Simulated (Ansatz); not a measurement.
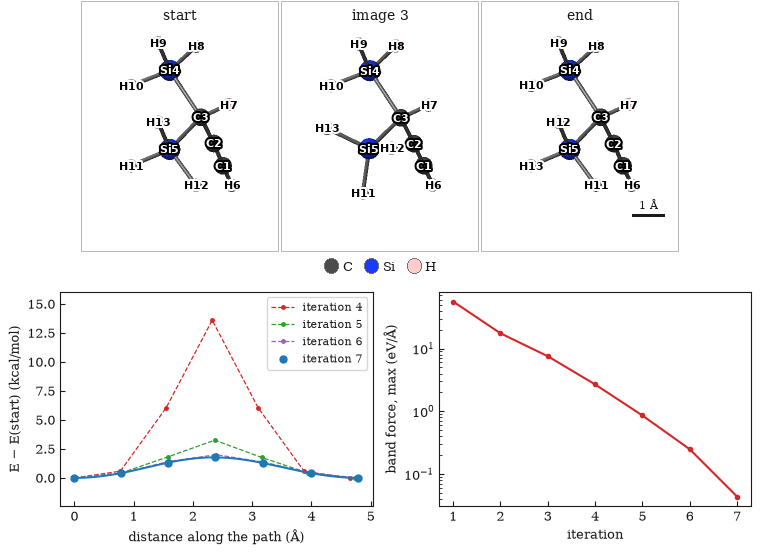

A search for the minimum-energy path of C₃H₈Si₂ by the nudged elastic band. Images are numbered from 0 (start) to 6 (end). The plot follows the band through its iterations. The picture is a ball-and-stick view, seen from a free direction.

Theory: Ansatz 0.2.0, RKS PBE0/cc-pVDZ.

The input:
```yaml
crystal:
  periodic: [false, false, false]
  atoms:
    - { symbol: C, position_ang: [-2.07982, 1.581897, 0.043233] }
    - { symbol: C, position_ang: [-1.073218, 0.96143, -0.232906] }
    - { symbol: C, position_ang: [0.123771, 0.191986, -0.505391] }
    - { symbol: Si, position_ang: [1.477628, 0.619141, 0.775053] }
    - { symbol: Si, position_ang: [-0.293465, -1.673506, -0.534164] }
    - { symbol: H, position_ang: [-2.968069, 2.135924, 0.275127] }
    - { symbol: H, position_ang: [0.527256, 0.449303, -1.50174] }
    - { symbol: H, position_ang: [1.766653, 2.087359, 0.731066] }
    - { symbol: H, position_ang: [2.725408, -0.145561, 0.446175] }
    - { symbol: H, position_ang: [1.00582, 0.237744, 2.143191] }
    - { symbol: H, position_ang: [-0.788777, -2.093008, 0.814423] }
    - { symbol: H, position_ang: [-1.346957, -1.93781, -1.564421] }
    - { symbol: H, position_ang: [0.944071, -2.449601, -0.874747] }
basis:
  gaussian: { orbitals: cc-pVDZ }
hamiltonian:
  xc: pbe0
neb:
  order_check: false
  images: 5
  f_tol: 0.05
  max_iterations: 60
  initial_path: linear
  final_atoms:
    - { symbol: C, position_ang: [-2.0807061, 1.53766646, 0.37546794] }
    - { symbol: C, position_ang: [-1.11301973, 0.94300666, -0.05392884] }
    - { symbol: C, position_ang: [0.04626421, 0.20415097, -0.51130934] }
    - { symbol: Si, position_ang: [1.56164896, 0.63415561, 0.57204752] }
    - { symbol: Si, position_ang: [-0.33707773, -1.66872685, -0.52555533] }
    - { symbol: H, position_ang: [-2.93646682, 2.06944276, 0.74249709] }
    - { symbol: H, position_ang: [0.29931568, 0.48980099, -1.54879695] }
    - { symbol: H, position_ang: [1.81316561, 2.10913653, 0.52180929] }
    - { symbol: H, position_ang: [2.76349686, -0.09538261, 0.04937794] }
    - { symbol: H, position_ang: [1.29970683, 0.21409885, 1.98440895] }
    - { symbol: H, position_ang: [-1.52247419, -1.93274523, -1.40102885] }
    - { symbol: H, position_ang: [0.85263906, -2.41023873, -1.05895143] }
    - { symbol: H, position_ang: [-0.62619164, -2.12906742, 0.86886101] }
```

Run as
```bash
ansatz run input.yaml --threads 2 --pin off --max-ram 3072MiB --backend cpu --events-out ev --progress --plain --runs-dir out
```

> Judge this run.

The run is converged, with reservations. The band converged in 7 iterations. The largest component of the band force went from 56 to 0.044 eV/Å. The climbing image converged on the top of the path. Its curvatures weren't checked. The straight starting path can push atoms close together and costs iterations. The first iteration put the highest image at 508.17 kcal/mol. The barrier is about 1.77 kcal/mol in both directions, with image 3 at the top; the ends have the same energy.

Cost: 96 s on 2 threads of Intel(R) Xeon(R) Platinum 8559C (Emerald Rapids), with other jobs on the host, peak memory 0.31 GiB.
